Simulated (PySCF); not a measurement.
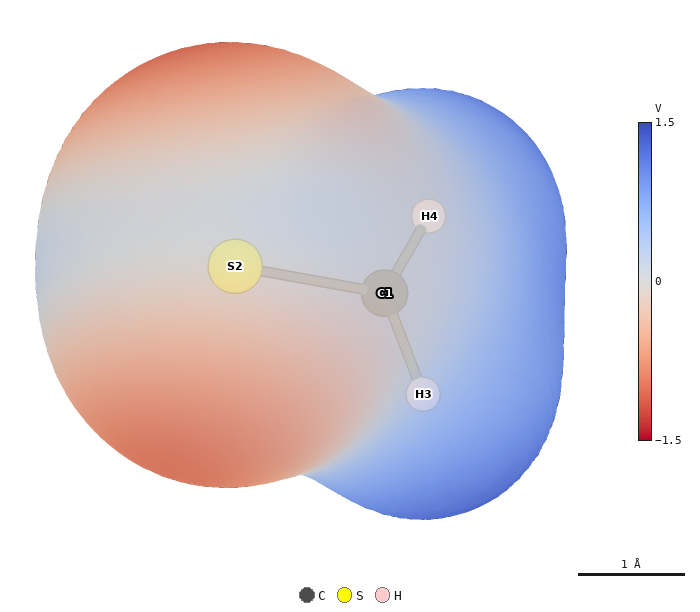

CH2S (SMILES C=S). The molecular electrostatic potential painted on the density surface at 0.002 e/bohr³, seen at a tilt; the colour scale runs from red (negative) to blue (positive).

Geometry: GFN2-xTB, MD frame at 250 fs, 400 K.

The calculation used PBE0/pcSseg-1, SCF density, gas phase, non-relativistic in PySCF.

```xyz
4

C    -0.5057   -0.2818    0.6305
S     0.9189    0.4950    0.9512
H    -0.5350   -0.9565   -0.1402
H    -1.2939   -0.2420    1.2782
```

Describe the electrostatic potential map.

Answer. The most negative region (about −1.0 V, or −23 kcal/mol for a unit charge) lies over S2, the most positive (about +1.3 V, or +30 kcal/mol for a unit charge) over H3 and H4.

How polar is the molecule by this calculation?

Answer. Its dipole moment is 1.92 D.
